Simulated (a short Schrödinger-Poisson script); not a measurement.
Structure: symmetric double-gate stack, SiO2 on p-type InP, at 400 K.

```
layer  material  thickness (nm)  Na (cm⁻³)
-----  --------  --------------  ---------
1          SiO2             1.7          -
2           InP               3       1e18
3          SiO2             1.7          -
```

Constants are typed, rounded textbook-type inputs, not results; the design itself was drawn at random and stands for no fabricated device. SiO2: permittivity 3.9, conduction-band edge (eV) 3.48, gap (eV) 9, electron mass (mₑ) 0.5. InP: permittivity 12.5, conduction-band edge (eV) 0, gap (eV) 1.344, Nv at 300 K (cm⁻³) 1.1e19.

Channel valleys (confinement mass, in-plane density-of-states mass, number): Γ 0.08, 0.08, 1. At the gates, both at one voltage, the conduction-band edge of layer 1 lies 3.78 eV − eVg above the Fermi level of the channel. Gaps are held at their typed values at every temperature. Mesh 0.03 nm at interfaces.

Solved with a short Schrödinger-Poisson script written for these runs: 1D Poisson equation in equilibrium, electrons quantum, Hartree (BenDaniel-Duke, 12 states a valley, the channel's in-plane mass for all, wave functions free to enter the dielectric), parabolic valleys, classical holes, full ionisation, no traps, pinning or gate leakage.

Only gate voltages with over 1e8 electrons/cm² are shown.

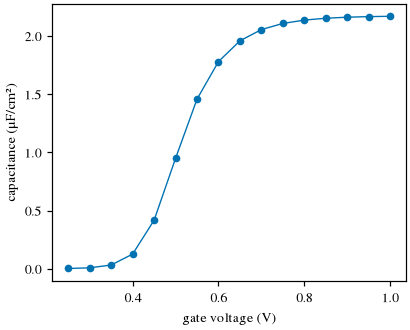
*Quasi-static capacitance against gate voltage*

```
Vg (V)  electrons (cm⁻²)  C (μF/cm²)  Γ E0 (meV)  Γ E1 (meV)
------  ----------------  ----------  ----------  ----------
0.25              3.78e8     < 0.003       276.5      1035.0
0.3               1.61e9     0.00756       226.6       985.0
0.35              6.80e9      0.0317       176.8       935.2
0.4              2.80e10       0.126       127.7       886.1
0.45             1.05e11       0.417        81.1       839.4
0.5              3.12e11       0.949        40.2       798.1
0.55             6.90e11        1.46         6.8       764.1
0.6              1.20e12        1.78       -20.9       735.6
0.65             1.78e12        1.96       -45.2       710.3
0.7              2.41e12        2.05       -67.6       686.8
0.75             3.06e12        2.11       -89.1       664.2
0.8              3.72e12        2.14      -110.1       642.2
0.85             4.39e12        2.15      -130.7       620.4
0.9              5.07e12        2.16      -151.2       598.8
0.95             5.74e12        2.17      -171.6       577.3
1                6.42e12        2.17      -191.9       555.8
```

Subbands count from the Fermi level. The capacitance is that of both gates.

Above a few 1e12 electrons/cm² a light Γ valley is non-parabolic and upper valleys begin to fill, which the model leaves out.
